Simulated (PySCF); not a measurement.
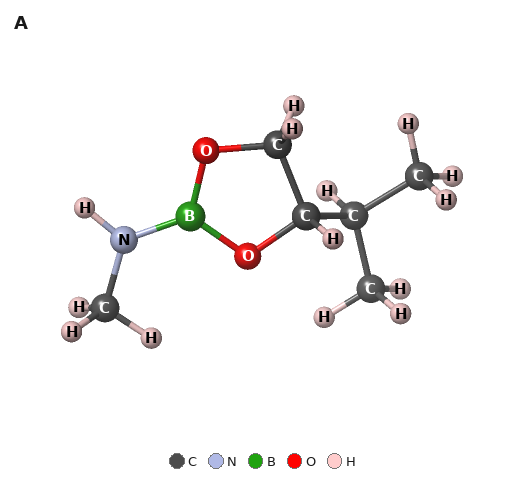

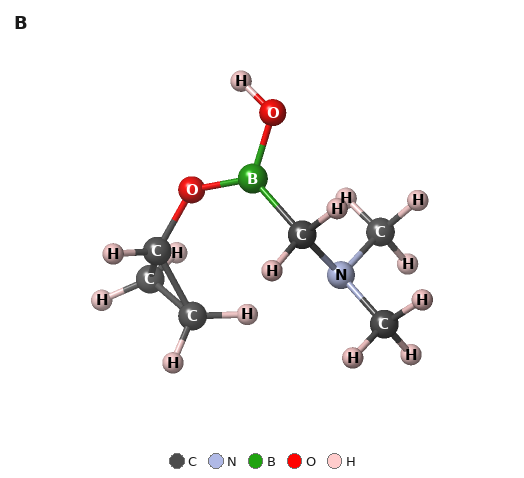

2 stationary structures of one formula. Geometries: GFN2-xTB. Electronic energies: PBE0/pcSseg-1 (PySCF 2.14.0), without zero-point energy. No frequency run is at hand to confirm each as a minimum. Each is one conformer, not always the lowest.

How are they related?

Answer. They are constitutional isomers of C6H14BNO2: A `CNB1OC[C@H](C(C)C)O1`, B `CN(C)CB(O)OC1CC1`.

Which is lowest in energy, and by how much?

Answer. A is lowest; B lies 2.319 eV above it.

The geometry is semi-empirical. Around B such bond lengths and angles can be off by a tenth of an ångström or more and by several degrees, and values that hang on the shape move with them.
